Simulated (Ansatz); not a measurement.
## Electronic structure of AlFHNSi (SMILES [F][Al]1[NH][Si]1) in real space

Input

```
crystal:
  periodic: [false, false, false]
  atoms:
    - {symbol: Al, position_ang: [0.382962, -1.007217, 0.071228]}
    - {symbol: F, position_ang: [-1.267793, -1.009713, -0.120942]}
    - {symbol: "N", position_ang: [1.543540, -1.726499, -1.153658]}
    - {symbol: Si, position_ang: [2.767366, -1.196565, -0.016041]}
    - {symbol: H, position_ang: [1.719722, -2.205055, -2.036703]}
basis:
  gaussian: {orbitals: def2-TZVPD}
hamiltonian: {xc: {name: PBE0}}
output: {forces: true, orbitals: {seedname: orbitals}}
```

Run with:

```sh
ansatz run input.yaml --threads 1 --pin off --max-ram 2610MiB --events-out events.jsonl --progress --plain --runs-dir runs
```

Geometry: B3LYP/6-31G*.

These are results of Ansatz, isolated molecule in a Gaussian basis; Kohn-Sham density functional theory, functional PBE0, not measurements.

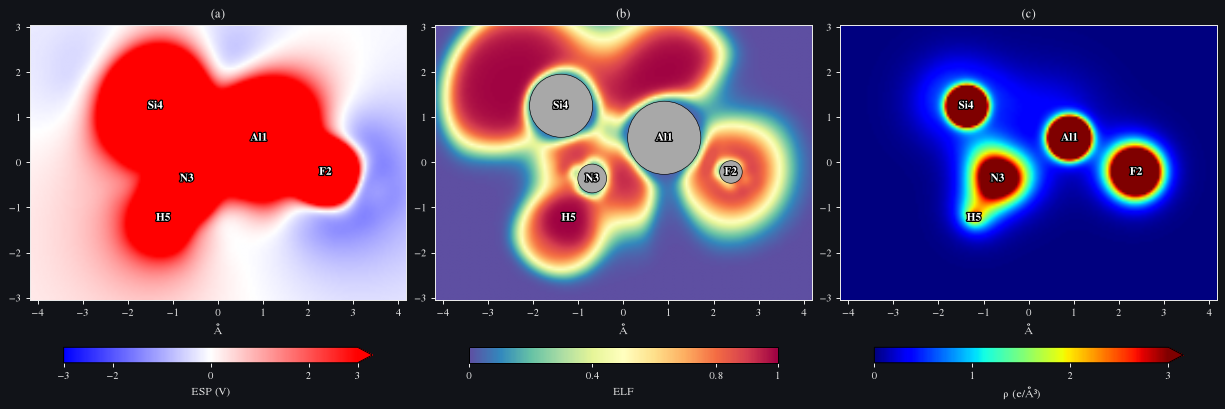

Figure 1. (a) electrostatic potential; (b) electron localisation function; (c) electron density on the molecular plane. Grey discs cover the atomic cores in the ELF map.

### Describe what can be read from this map.

The section cuts through Al, F, N, Si and H sites. Al–F (1.66 Å): ρ at the midpoint is about 0.88 e/Å³; the ELF peaks at about 0.85 in the valence shell of F, 0.6 Å from its nucleus, and is about 0.25 at the midpoint. Si–N (1.75 Å): ρ at the midpoint is about 1 e/Å³; the ELF peaks at about 0.90 between the atoms, as expected for a shared but strongly polarised pair. Al–N (1.83 Å): ρ at the midpoint is about 0.72 e/Å³; the ELF peaks at about 0.85 in the valence shell of N, 0.6 Å from its nucleus, and is about 0.55 at the midpoint. Al–Si (2.39 Å): ρ at the midpoint is about 0.39 e/Å³; the ELF is about 0.45 at the midpoint. N–H (1.02 Å): ρ is about 2.8 e/Å³ halfway; the ELF climbs to about 1 towards the hydrogen, as it does in any bond to H: an ordinary covalent bond to hydrogen. The ELF also peaks beside F2, Si4 and Al1, away from the bonds: lone-pair regions. Outside the dense part of the molecule the potential is most negative (−1.4 V) near F2.

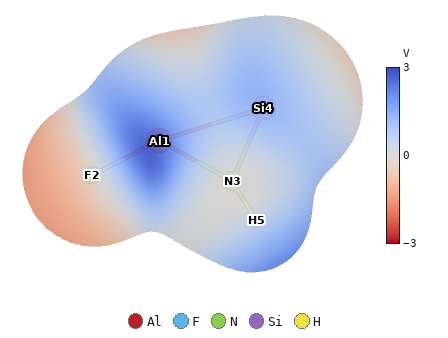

Figure 2. The electrostatic potential painted on the density surface at 0.002 e/bohr³, seen across its widest extent; the colour scale runs from red (negative) to blue (positive).

### Describe the electrostatic potential map.

The most negative region (about −1.3 V, or −30 kcal/mol for a unit charge) lies over F2, the most positive (about +2.6 V, or +60 kcal/mol for a unit charge) over Al1.

### How polar is the molecule by this calculation?

Its dipole moment is 1.66 D.

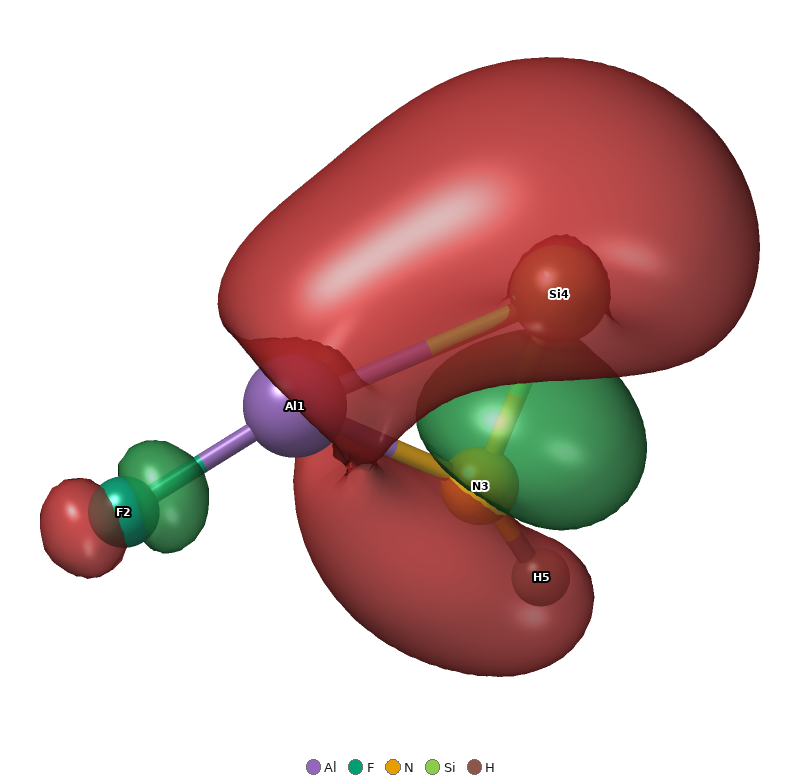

Figure 3. The HOMO−1 at ±0.08 Å⁻³ᐟ² (green and red are the two phases), seen at a tilt.

### What is the character of this orbital?

By Hirshfeld shares it lies mainly on Si4 (about 55 %), N3 (about 30 %) and Al1 (about 15 %); it is symmetric in the molecular plane (an in-plane orbital: σ, lone-pair or in-plane π type). Its energy is −8.70 eV.
